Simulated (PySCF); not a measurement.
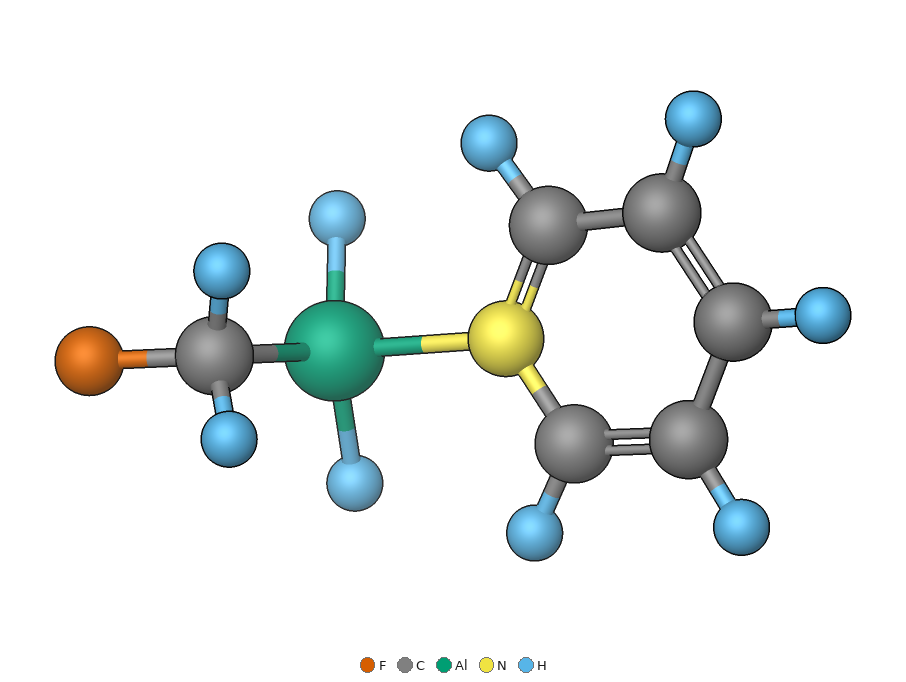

The computed structure is the end point of a PBE0-D3(BJ)/def2-SVP optimisation. No frequency run is at hand to confirm it as a minimum.

Give the structural formula.

SMILES: F[CH2][AlH2-][n+]1ccccc1

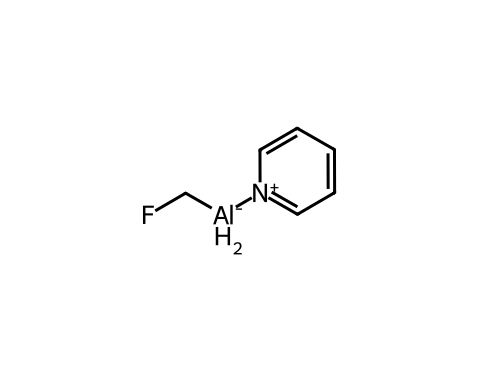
